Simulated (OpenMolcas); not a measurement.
# singlet CH5Ge+: levels of theory compared

Wanted: a comparison of 6 runs (HF/def2-TZVP, B3LYP/6-31G*, B2PLYP/def2-TZVP, PBE/def2-TZVP, TPSS/def2-TZVP, revPBE/def2-TZVP) of singlet CH5Ge+. 

Program for the calculation: OpenMolcas 26.06.

### 1 The system as given

The species is CH5Ge+ (7 atoms), meant as a singlet with charge +1. As SMILES of the parent species, `[CH3][GeH2]`. The shape is that of a PBE0-D4/def2-TZVP optimisation. That shape belongs to the parent species and isn't relaxed for this state.

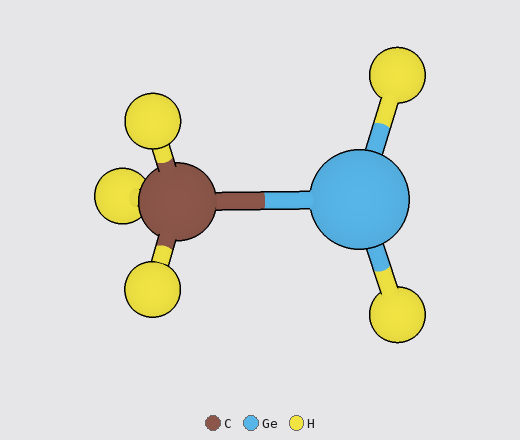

The structure, seen from a chosen angle (carbon brown, germanium blue, hydrogen yellow).

### 2 The energy at HF/def2-TZVP (run 1)

The input, input.xyz:

```xyz
7

C     -0.247600    -0.809300    -0.206400
Ge     0.396000     0.824800     0.663000
H     -1.153200    -1.166400     0.283800
H      0.513100    -1.588100    -0.157000
H     -0.473200    -0.603400    -1.255600
H     -0.673100     1.940800     0.621200
H      1.699200     1.333700     0.005300
```

The input, mol.input:

```
&gateway
  baslib = $CurrDir
  coord = input.xyz
  basis = def2-TZVP
  group = NoSym

&seward

&scf
  charge = 1
  thresholds = 1e-10 1e-07 1e-07 1e-05
  prorbitals = 1 2
```

The basis set def2-TZVP is read from a file made from the Basis Set Exchange's data (not shown).

Command:

```sh
export MOLCAS_MEM=1860
pymolcas mol.input > mol.log
```

What it wrote:

```text
--- Start Module: gateway ---
[...]
--- Stop Module: gateway /rc=_RC_ALL_IS_WELL_ ---
--- Start Module: seward ---
[...]
      Basis functions          109
--- Stop Module: seward /rc=_RC_ALL_IS_WELL_ ---
[...]
--- Start Module: scf ---
[...]
       Convergence after  18 Iterations
[...]
::    Total SCF energy                              -2115.8405010198
[...]
      Total spin, S                                     0.0000000000
[...]
      Total electronic charge=   42.000000
      Total            charge=    1.000000
[...]
      Dipole Moment (debye):
      Origin of the operator (angstrom)=    0.2882    0.5626    0.5060
                   X=  6.3134E-02               Y= -4.7481E-01               Z=  7.1303E-01           Total=  8.5897E-01
      Center of Charge (angstrom)
[...]
--- Stop Module: scf /rc=_RC_ALL_IS_WELL_ ---
[...]
```

Wall time 15 s (1 thread of Arm Neoverse V1, shared host); peak memory 0.64 GiB.

### 3 A single-point energy at B3LYP/6-31G(d) (spherical functions) (run 2)

The input, calc.inp:

```
* CH5Ge Kohn-Sham DFT

&GATEWAY
  BASLIB=$CurrDir
  COORD
  7
  angstrom
  C       -0.247600      -0.809300      -0.206400
  Ge       0.396000       0.824800       0.663000
  H       -1.153200      -1.166400       0.283800
  H        0.513100      -1.588100      -0.157000
  H       -0.473200      -0.603400      -1.255600
  H       -0.673100       1.940800       0.621200
  H        1.699200       1.333700       0.005300
  BASIS=6-31Gs
  GROUP=NoSym

&SEWARD
  GRIDINPUT
  Grid=UltraFine
  End of Grid

&SCF
  CHARGE=1
  KSDFT=B3LYP
  THRESHOLDS=1e-10 1e-07 1e-07 1e-05
  PRORBITALS=1 1
```

The basis set 6-31G* is read from a file made from the Basis Set Exchange's data (not shown).

Command:

```sh
export MOLCAS_MEM=1860
pymolcas calc.inp > calc.log
```

What it wrote:

```text
--- Start Module: gateway ---
[...]
--- Stop Module: gateway /rc=_RC_ALL_IS_WELL_ ---
--- Start Module: seward ---
[...]
      Basis functions           56
--- Stop Module: seward /rc=_RC_ALL_IS_WELL_ ---
[...]
--- Start Module: scf ---
[...]
       Convergence after  16 Iterations
[...]
::    Total KS-DFT energy                           -2117.5318293198
[...]
      Total spin, S                                     0.0000000000
[...]
      Total electronic charge=   42.000000
      Total            charge=    1.000000
[...]
      Dipole Moment (debye):
      Origin of the operator (angstrom)=    0.2882    0.5626    0.5060
                   X= -9.6103E-02               Y= -5.5083E-01               Z=  1.7596E-01           Total=  5.8619E-01
      Center of Charge (angstrom)
[...]
--- Stop Module: scf /rc=_RC_ALL_IS_WELL_ ---
[...]
```

Run time: 14 s. Hardware: 1 thread of Arm Neoverse V1, shared host; peak memory 0.39 GiB.

Runs 3 to 5 aren't shown in full; the table further down has their settings and results.

### 4 The energy at revPBE/def2-TZVP (run 6)

input.xyz is that of step 2.

The input, test.input:

```
&GATEWAY
  BASLIB=$CurrDir
  COORD=input.xyz
  BASIS=def2-TZVP
  GROUP=NoSym

&SEWARD
  GRIDINPUT
  Grid=UltraFine
  End of Grid

&SCF
  CHARGE=1
  KSDFT=revPBE
  THRESHOLDS=1e-10 1e-07 1e-07 1e-05
  PRORBITALS=1 1
```

The basis set def2-TZVP is read from a file made from the Basis Set Exchange's data (not shown).

Command:

```sh
export MOLCAS_MEM=1860
pymolcas test.input > test.log
```

What it wrote:

```text
--- Start Module: gateway ---
[...]
--- Stop Module: gateway /rc=_RC_ALL_IS_WELL_ ---
--- Start Module: seward ---
[...]
      Basis functions          109
--- Stop Module: seward /rc=_RC_ALL_IS_WELL_ ---
[...]
--- Start Module: scf ---
[...]
       Convergence after  20 Iterations
[...]
::    Total KS-DFT energy                           -2117.6174919656
[...]
      Total spin, S                                     0.0000000000
[...]
      Total electronic charge=   42.000000
      Total            charge=    1.000000
[...]
      Dipole Moment (debye):
      Origin of the operator (angstrom)=    0.2882    0.5626    0.5060
                   X= -1.1566E-01               Y= -6.3368E-01               Z=  1.8195E-01           Total=  6.6935E-01
      Center of Charge (angstrom)
[...]
--- Stop Module: scf /rc=_RC_ALL_IS_WELL_ ---
[...]
```

It took 47 s on 1 thread of Arm Neoverse V1, shared host; peak memory 0.64 GiB.

### 5 Overview of the runs

| run | level | integration grid | frozen core orbitals | energy (Eh) | HOMO energy (eV) | LUMO energy (eV) | HOMO–LUMO gap (eV) | wall time |
| --- | --- | --- | --- | --- | --- | --- | --- | --- |
| 1 | HF/def2-TZVP | – | – | -2115.840501 | -18.27 | -6.92 | 11.35 | 15 s |
| 2 | B3LYP/6-31G* (spherical functions) | UltraFine | – | -2117.531829 | -15.25 | -10.68 | 4.58 | 14 s |
| 3 | B2PLYP/def2-TZVP | UltraFine | 10 | -2117.368684 | -16.50 | -9.14 | 7.36 | 45 s |
| 4 | PBE/def2-TZVP | UltraFine | – | -2117.405596 | -14.26 | -11.25 | 3.01 | 47 s |
| 5 | TPSS/def2-TZVP | UltraFine | – | -2117.770639 | -14.36 | -11.13 | 3.23 | 67 s |
| 6 | revPBE/def2-TZVP | UltraFine | – | -2117.617492 | -14.22 | -11.16 | 3.06 | 47 s |

### 6 Outcome

| quantity | value |
| --- | --- |
| run 6: total energy | -2117.61749 Eh |
| run 6: HOMO energy | -14.22 eV |
| run 6: LUMO energy | -11.16 eV |
| run 6: HOMO–LUMO gap | 3.06 eV |

The HOMO–LUMO gap runs from 3.01 eV (PBE/def2-TZVP) to 11.35 eV (HF/def2-TZVP). Exact exchange widens orbital gaps. For B2PLYP the log adds the whole second-order term; the table takes 0.27 of it, as the functional is defined. Totals of different functionals can't be ranked against each other. All runs together took 3.9 min, the longest 67 s.
